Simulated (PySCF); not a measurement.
## A study: C₂H₄ClF, SMILES `FCCCl`

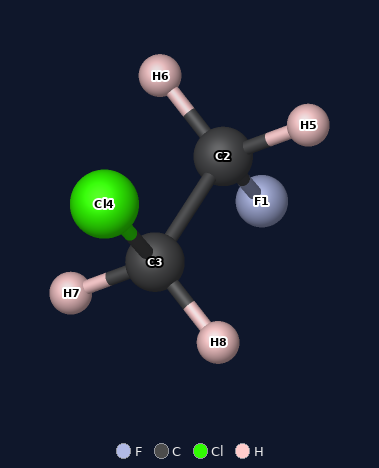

The molecule, with its atoms numbered as below. No frequency check shows the geometry to be a minimum.

Cartesian coordinates (Å):

```
F1      -2.2591   -0.0885    0.0011
C2      -1.0110    0.4798   -0.0017
C3       0.0377   -0.6217   -0.0014
Cl4      1.6560    0.1135    0.0003
H5      -0.9407    1.1003   -0.8980
H6      -0.9379    1.1027    0.8976
H7      -0.0493   -1.2404    0.8942
H8      -0.0521   -1.2428   -0.8908
```

Part 1: Bonding charge

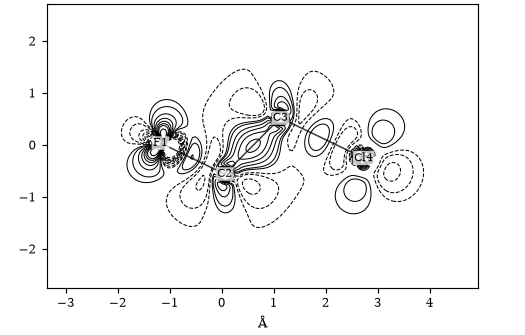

Deformation density (molecule less spherical, spin-averaged free atoms) in the plane of F1, C2, C3 and Cl4; contours at ±0.05 to ±0.8 e/Å³; solid lines: gain, dashed lines: loss.

PySCF calculation, PBE0/6-31+G*, gas phase; geometry: GFN2-xTB.

Q: Describe the bonding that the map shows.

A: C2–C3: +0.53 e/Å³ at the bond critical point (bond length 1.52 Å). C3–Cl4: +0.16 e/Å³ at the bond critical point (bond length 1.78 Å). F1–C2: −0.09 e/Å³ at the bond critical point (bond length 1.37 Å); up to 0.6 Å beside the axis the gain reaches +0.20 e/Å³. In all, 1.8 electrons gather in the regions of gain relative to the promolecule. A small or negative value marks a very polar bond, one between electron-rich atoms, whose free-atom densities already overlap strongly, a long bond to a heavier atom, or a closed-shell contact such as a hydrogen bond.

Part 2: Bond critical points

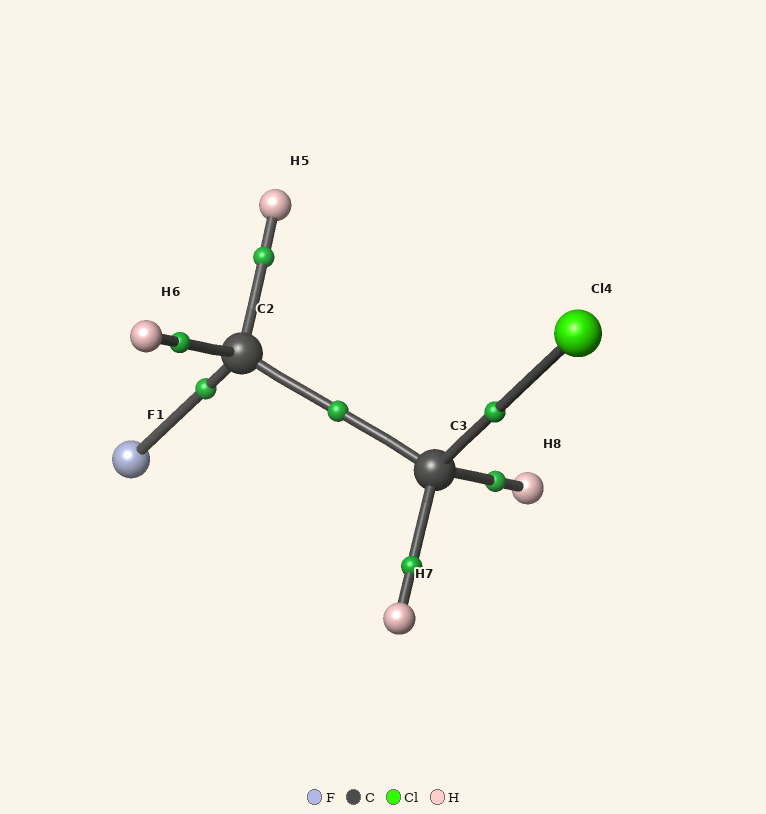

Molecular graph of the electron density (QTAIM): bond paths, bond critical points (green), ring points (magenta, if any); weak paths are dashed.

Q: How many critical points of each kind are there, and does the count close?

A: 8 nuclei, 7 bond, 0 ring and 0 cage critical points: 8 − 7 + 0 − 0 = 1, as the Poincaré–Hopf relation requires.

Q: Tabulate density, Laplacian, ellipticity and energy density at the bond critical points (atomic units).

A:
| bond | length (Å) | ρ (a.u.) | ∇²ρ (a.u.) | ε | H (a.u.) |
| --- | --- | --- | --- | --- | --- |
| C2–H5 | 1.092 | 0.283 | −1.02 | 0.04 | −0.288 |
| C2–H6 | 1.096 | 0.281 | −1.01 | 0.04 | −0.282 |
| C3–H8 (2 alike) | 1.089 | 0.280 | −1.00 | 0.02 | −0.284 |
| C2–C3 | 1.521 | 0.257 | −0.63 | 0.09 | −0.213 |
| F1–C2 | 1.371 | 0.240 | +0.14 | 0.07 | −0.332 |
| C3–Cl4 | 1.778 | 0.183 | −0.24 | 0.01 | −0.121 |

Q: What kind of interaction is C2–H5?

A: Shared-shell (covalent): ρ = 0.283, ∇²ρ = −1.02, H = −0.288 a.u.

Part 3: Local ionisation energy

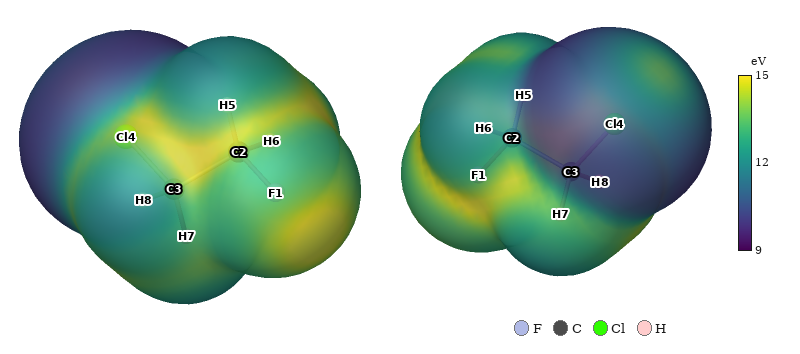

Average local ionisation energy on the surface of electron density 0.001 a.u. (back view left, front view right).

Q: Locate the minima of the map.

A: The lowest value is 9.9 eV, 2.1 Å from Cl4, and at like points elsewhere. Further minima include 11.8 eV, 1.3 Å from H5; 13.0 eV, 1.7 Å from F1. For comparison, the highest occupied orbital lies at −8.8 eV.

Q: What volume does the surface enclose, and what is the dipole moment?

A: About 92 Å³; the dipole moment is 0.1 D.

Part 4: Excited states

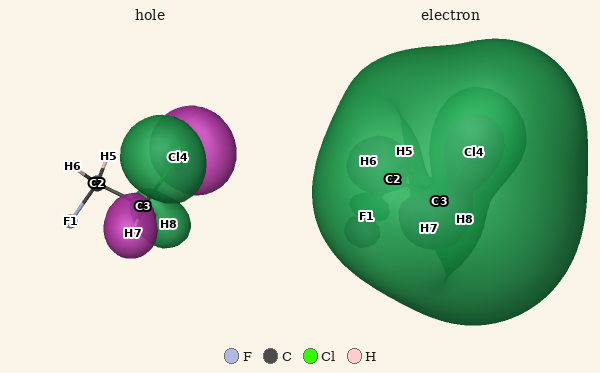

Leading natural transition orbital pair of S₃ (TDA singlet states); the surfaces enclose about 85 % of each orbital's density.

PySCF calculation, B3LYP/6-311+G**, gas phase; geometry: GFN2-xTB.

Q: Give its energy, strength and character.

A: 7.74 eV (160 nm), f = 0.019, n → diffuse (Rydberg-like) orbital; the leading pair carries 100 %; hole on Cl4 (81 %) and C3 (9 %), electron on Cl4 (31 %), C3 (20 %) and H7 and H8 (13 % each) (atom shares of so diffuse an orbital are rough); their centroids lie 0.7 Å apart; S₄ lies within 0.1 eV of it. In canonical orbitals it is mainly HOMO → LUMO+1 (96 %). The HOMO–LUMO gap is 8.37 eV.

Part 5: Localised orbitals

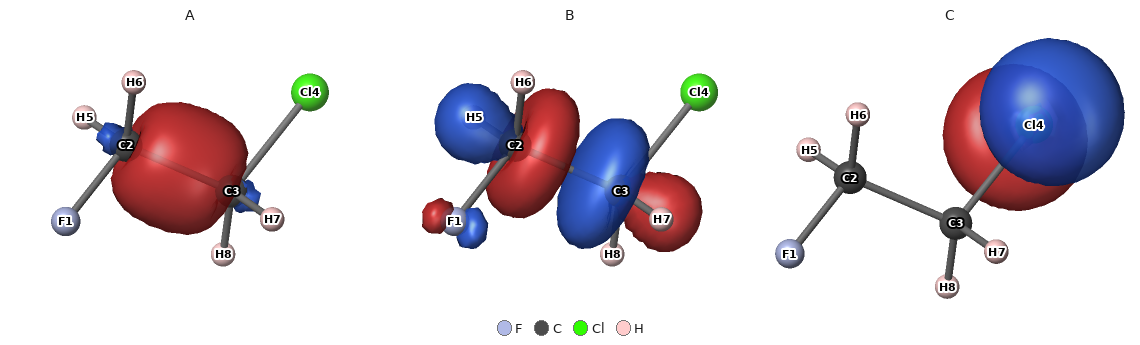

Intrinsic bond orbitals (IBO), occupied and valence-virtual; each surface holds about 80 % of the orbital's density. Energies are diagonal elements of the Fock matrix.

Method: PBE0/6-31+G*; geometry: GFN2-xTB; program: PySCF.

Q: What does each orbital represent in a Lewis picture?

A: By panel:
- A: σ bond C3–C2 (C3 51 %, C2 49 %; −16.6 eV)
- B: σ* orbital C2–C3 (C2 50 %, C3 48 %; 8.9 eV)
- C: lone pair on Cl4 (p-type) (Cl4 99 %; −9.3 eV)

Q: How do all the valence pairs divide up?

A: 13 pairs: 7 σ bonds and 6 lone pairs.

Part 6: Stretching a bond

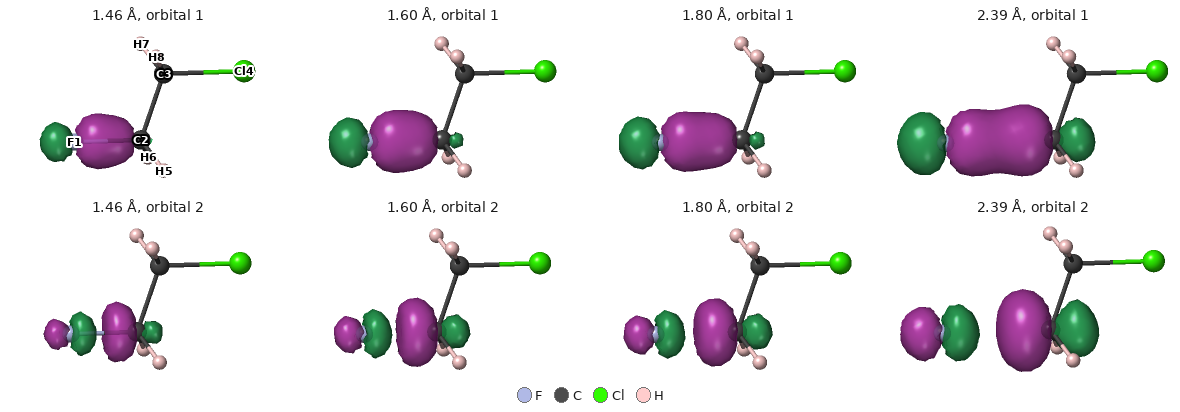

Rigid stretch of the F1–C2 bond. The two CASSCF(2,2) natural orbitals nearest half filling (orbital 1 the more occupied).

Level of theory: def2-SVP basis (PySCF), at a geometry from GFN2-xTB.

Q: How do the occupations change along the stretch?

A: 1.46 Å: 1.97 and 0.03; 1.60 Å: 1.95 and 0.05; 1.80 Å: 1.91 and 0.09; 2.39 Å: 1.62 and 0.38. At the longest distance computed (3.72 Å) they are 1.07 and 0.93, and the effective number of unpaired electrons is 2.0.

Q: Where does the UHF solution part from RHF?

A: Between 1.80 Å (⟨S²⟩ = 0, the two coincide) and 2.06 Å (⟨S²⟩ = 0.64); at 3.72 Å ⟨S²⟩ is 1.01 and UHF lies 5.2 eV below RHF.

Q: How much energy does the stretch cost?

A: By CASSCF, 4.1 eV from the lowest point of the scan (1.33 Å) to 3.72 Å; RHF gives 8.5 eV from its own lowest point. The fragments aren't relaxed and dynamic correlation is missing, so this isn't a bond dissociation energy.
